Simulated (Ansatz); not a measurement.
## Electronic structure of ClF₂H₂NSi···H₃Si···H₂O···H in real space

```yaml
atoms:
  - { symbol: Si, position_ang: [-1.0082, -0.1265, -0.6707] }
  - { symbol: Si, position_ang: [-0.1642, -0.0879, 1.8258] }
  - { symbol: F, position_ang: [-2.2040, 0.4783, 0.2479] }
  - { symbol: F, position_ang: [-0.9157, 1.0986, -1.7054] }
  - { symbol: Cl, position_ang: [-2.1271, -1.7015, -1.4211] }
  - { symbol: H, position_ang: [1.4050, 0.4460, -0.8110] }
  - { symbol: N, position_ang: [0.6314, -0.7726, -1.1494] }
  - { symbol: H, position_ang: [0.6079, 0.9079, 0.4893] }
  - { symbol: O, position_ang: [1.5788, 1.3318, -0.2145] }
  - { symbol: H, position_ang: [1.1769, -0.4307, 2.3827] }
  - { symbol: H, position_ang: [-0.8872, -1.3947, 1.7222] }
  - { symbol: H, position_ang: [-0.8993, 0.8085, 2.7450] }
  - { symbol: H, position_ang: [0.9287, -1.5711, -0.5983] }
  - { symbol: H, position_ang: [0.6102, -1.0775, -2.1192] }
  - { symbol: H, position_ang: [1.2667, 2.0911, -0.7235] }
```

A transition-state structure; geometry: PBE0-D4/def2-TZVP.

Level of theory: RKS PBE0-D4/def2-TZVPP (Ansatz 0.2.0).

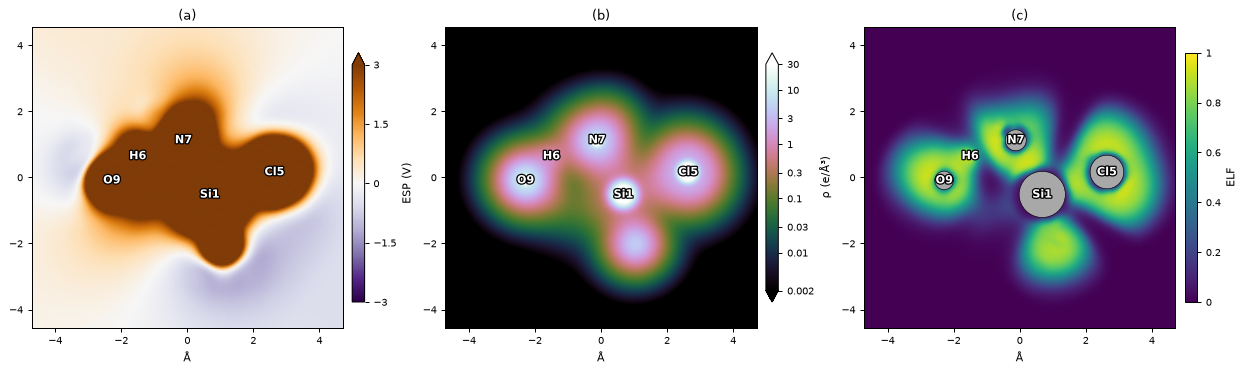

Figure 1. (a) molecular electrostatic potential; (b) total electron density; (c) electron localisation function on the plane of atoms Cl5, Si1 and N7. Grey discs cover the atomic cores in the ELF map.

Q: Read the bonding off the picture.

A: Atoms in the plane: Si, Cl, H, N and O.
Si–N (1.83 Å): the density is about 0.97 e/Å³ at the midpoint; the ELF peaks at about 0.95 between the atoms; a shared but strongly polarised pair.
Si–Cl (2.07 Å): the density is about 0.9 e/Å³ at the midpoint; the ELF peaks at about 0.90 between the atoms; a shared but strongly polarised pair.
The ELF also peaks beside F3, Cl5 and O9, away from the bonds: lone-pair regions.
Outside the dense part of the complex the potential is most negative (−1.2 V) near F3, which lies off the plane.

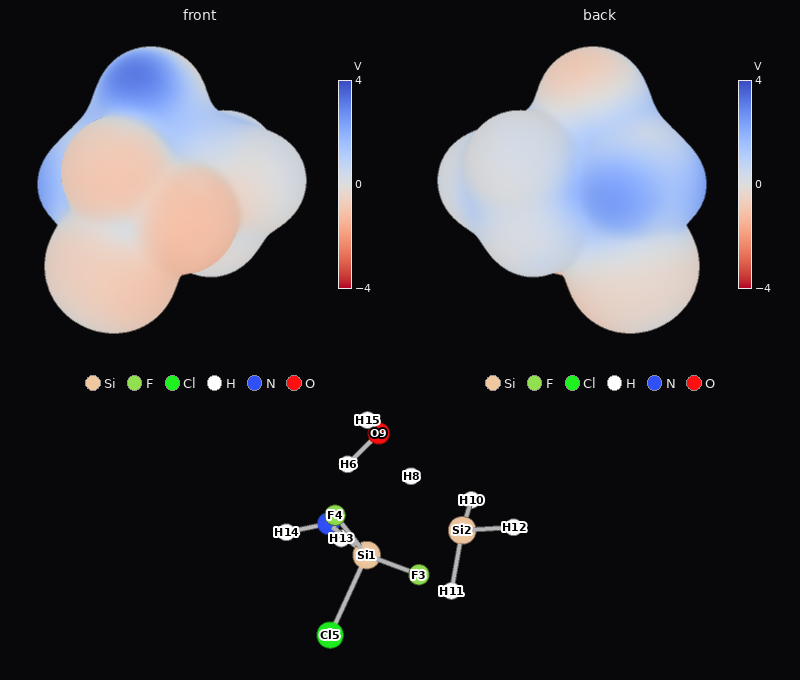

Figure 2. The electrostatic potential painted on the density surface at 0.002 e/bohr³, seen from the front and from behind; the colour scale runs from red (negative) to blue (positive). The bare structure is drawn below in the same view.

Q: Which sites attract a positive test charge, and which a negative one?

A: A positive charge is drawn to the negative regions and a negative charge to the positive ones. The most negative region (about −1.1 V, or −25 kcal/mol for a unit charge) lies over F3, the most positive (about +3.0 V, or +69 kcal/mol for a unit charge) over H15.

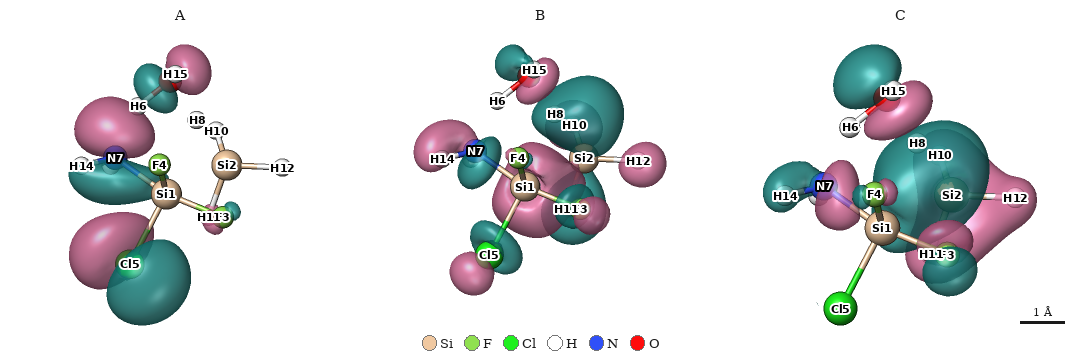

Figure 3. Three frontier orbitals at ±0.08 Å⁻³ᐟ² (teal and pink are the two phases), in no order.

Q: Which picture is the HOMO−1, the HOMO and the LUMO?

A: A is the HOMO−1 (−8.51 eV). It lies mainly on Cl5 (about 50 %), N7 (about 30 %) and O9 (about 10 %); largely a combination of lone pairs on Cl5, N7 and O9. C is the HOMO (−7.49 eV). By Hirshfeld shares it lies mainly on Si2 (about 35 %), O9 (about 15 %), Si1 (about 10 %), H8 (about 10 %) and F3 (about 5 %). B is the LUMO (−1.08 eV). Its weight (Hirshfeld) is mainly on Si1 (about 25 %), Si2 (about 20 %), H8 (about 10 %), N7 (about 5 %) and H11 (about 5 %).

Q: What is the HOMO–LUMO gap?

A: 6.41 eV between the orbital energies.

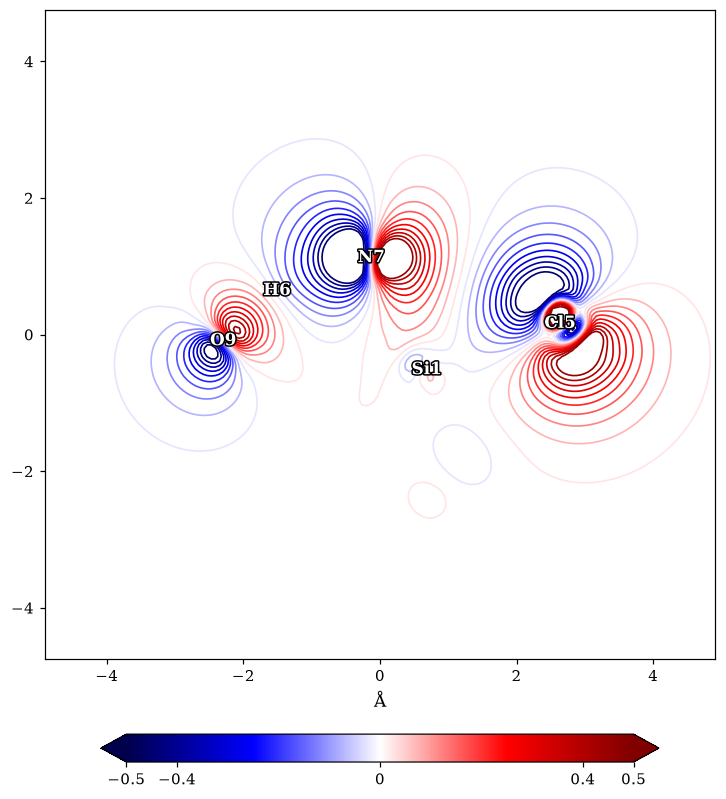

Figure 4. The HOMO−1 on the plane of atoms Cl5, Si1 and N7 (values in Å⁻³ᐟ²; the overall sign is arbitrary).

Q: Where does this orbital lie, and at what energy?

A: By Hirshfeld shares it lies mainly on Cl5 (about 50 %), N7 (about 30 %) and O9 (about 10 %); largely a combination of lone pairs on Cl5, N7 and O9. Its energy is −8.51 eV.
